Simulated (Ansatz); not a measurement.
# GeHF (SMILES [F][GeH]) at MP2/STO-3G

Aim: the vertical singlet–triplet gap of GeHF at MP2/STO-3G, from 2 runs. 

Program for the calculation: Ansatz 0.2.0.

60 further runs of the same task are left out: 17 that didn't finish, 43 set aside as unsound or not needed.

### Step 1. The molecule

GeHF has 3 atoms, charge 0, and is taken as a singlet. SMILES: `[F][GeH]`. The coordinates come from a PBE0-D4/def2-TZVP relaxation.

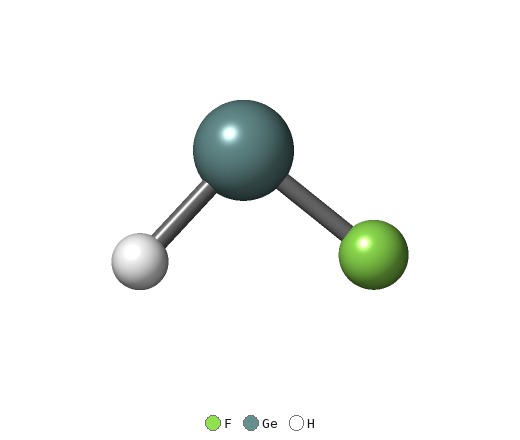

The structure, seen from a chosen angle (fluorine green, germanium teal, hydrogen white).

### Step 2. A single-point energy at MP2/STO-3G

in.yaml

```yaml
crystal:
  periodic: [false, false, false]
  atoms:
    - {symbol: F, position_ang: [0.672100, 1.012600, 0.469700]}
    - {symbol: Ge, position_ang: [-0.657900, 0.195200, -0.335600]}
    - {symbol: H, position_ang: [-0.025200, -1.272700, -0.147400]}
basis:
  gaussian:
    orbitals: STO-3G
accuracy: high
correlation:
  method: mp2
  frozen_orbitals: {F: 1, Ge: 9, H: 0}
```

On the command line:

```sh
$ ansatz run in.yaml --threads 1 --pin off --max-ram 2610MiB --events-out events.jsonl --progress --plain --runs-dir runs
```

Standard output:

```text
Warning: RAYON_NUM_THREADS=1 ignored (pool sized by the plan → 1); use --threads N
Functional definition: HF
  name "HF"
  exchange = exact_x
  correlation = 0
327 factors; integrals over basis functions are off by at most 4.5e-9 eV
mean field evaluation 1: about -58511.4289 eV, gradient 1.6e1 eV
mean field evaluation 2: about -58511.4750 eV, gradient 1.6e1 eV
mean field evaluation 4: about -58513.0255 eV, gradient 1.2e0 eV
mean field evaluation 8: about -58513.0396 eV, gradient 2.7e-2 eV
mean field -58513.03963499 eV, -2150.3145450230 hartree, gradient 1.5e-8 eV, S^2 0.000000; 0 other end points of the search recorded, 0 dependent functions left out
10 core orbitals not correlated: weight in the atoms' cores, before any rotation towards them, 1.000 or more for the frozen orbitals, at most 0.000 for the correlated occupied ones
reference -58513.03963499 eV, -2150.3145450230 hartree; 11, 11 occupied and 3, 3 virtual orbitals, 327 factors
second order -1.50480857 eV of doubles, -0.00000000 eV of singles
Total energy: -58514.54444355 eV, -2150.3698457178 hartree
```

Run time: 0.18 s. Hardware: 1 thread of Arm Neoverse V1, shared host.

### Step 3. The triplet, same level

run.yaml

```yaml
crystal:
  periodic: [false, false, false]
  atoms:
    - {symbol: F, position_ang: [0.672100, 1.012600, 0.469700]}
    - {symbol: Ge, position_ang: [-0.657900, 0.195200, -0.335600]}
    - {symbol: H, position_ang: [-0.025200, -1.272700, -0.147400]}
basis:
  gaussian:
    orbitals: STO-3G
total_charge: 0
magnetization:
  spin_polarized: true
  initial_magnetization: 2
correlation:
  method: mp2
  frozen_orbitals: {F: 1, Ge: 9, H: 0}
accuracy: high
```

On the command line:

```sh
$ ansatz run run.yaml --threads 1 --pin off --max-ram 2610MiB --events-out events.jsonl --progress --plain --runs-dir runs
```

Standard output, cut to the lines that bear on the results:

```text
Warning: RAYON_NUM_THREADS=1 ignored (pool sized by the plan → 1); use --threads N
[... 2 set-up lines as earlier in the session ...]
[...]
327 factors; integrals over basis functions are off by at most 4.5e-9 eV
[...]
mean field -58511.47999827 eV, -2150.2572294309 hartree, gradient 2.3e-8 eV, S^2 2.005225; 3 other end points of the search recorded, 0 dependent functions left out
10 core orbitals not correlated: weight in the atoms' cores, before any rotation towards them, 1.000 or more for the frozen orbitals, at most 0.000 for the correlated occupied ones
reference -58511.47999827 eV, -2150.2572294309 hartree; 12, 10 occupied and 2, 4 virtual orbitals, 327 factors
second order -1.11190498 eV of doubles, -0.00000000 eV of singles
Total energy: -58512.59190325 eV, -2150.2980911851 hartree
```

Wall time 0.34 s (1 thread of Arm Neoverse V1, shared host).

### Step 4. What came out

At MP2/STO-3G, 10 core orbitals frozen:

```
                                             quantity           value
                                singlet: total energy  -2150.36985 Eh
singlet: correlation energy (10 core orbitals frozen)       -55.3 mEh
                                triplet: total energy  -2150.29809 Eh
triplet: correlation energy (10 core orbitals frozen)       -40.9 mEh
           triplet: ⟨S²⟩ of the reference determinant           2.005
     vertical energy of the triplet above the singlet        1.953 eV
```

At this shape the triplet lies 1.95 eV (45 kcal/mol) above the singlet. In a minimal basis such a difference can be off by several eV, whatever the method.
